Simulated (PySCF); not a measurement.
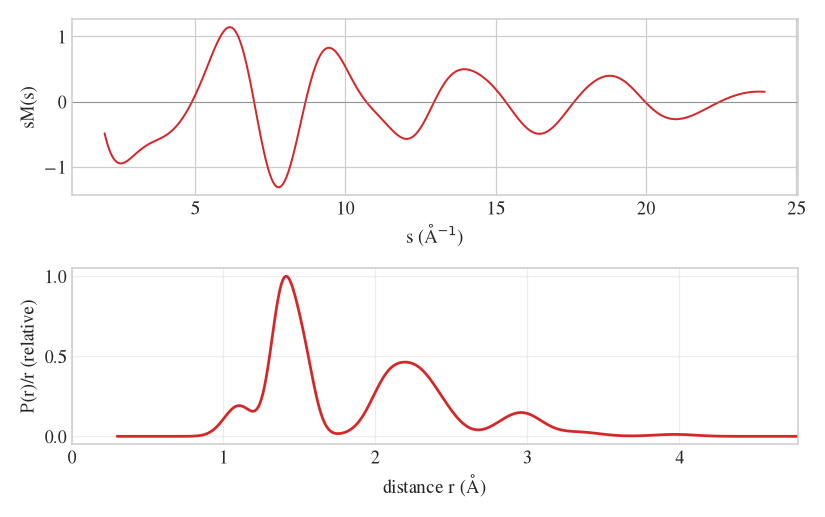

Simulated gas electron diffraction: reduced molecular intensity sM(s) from the Debye equation in the first Born approximation (top) and the radial distribution curve (bottom) of C3H5FO. Each pair of atoms contributes with weight ZᵢZⱼ/r; damping constant 0.0015 Å²; vibrational amplitudes assumed, not computed: 0.05 Å for bonds, 0.078 Å for bonds to H, 0.06 + 0.015 r up to 0.15 Å for other pairs. The geometry is the end point of an optimisation (PBE0-D3(BJ)/def2-SVP geometry optimisation, gas phase in PySCF); it may be a saddle point or a higher isomer. SMILES: F[C@H]1CCO1.

Assign the first 4 clear peaks of the radial distribution curve (– bonded, ··· not bonded).

Answer. Peak 1, 1.10 Å: C–H 1.10 Å (×5)
Peak 2, 1.41 Å: F–C 1.36 Å, O–C 1.39–1.43 Å (×2), C–C 1.53 Å (×2), not resolved
Peak 3, 2.19 Å: C···C 2.04 Å, O···H 2.09–2.11 Å (×3), O···C 2.11 Å, C···H 2.20–2.28 Å (×7), F···O 2.28 Å, F···C 2.42 Å, not resolved
Peak 4, 2.96 Å: C···H 2.81–2.88 Å (×3), O···H 2.88–2.89 Å (×2), F···C 3.00 Å, not resolved; in its flanks F···H 3.26–3.40 Å
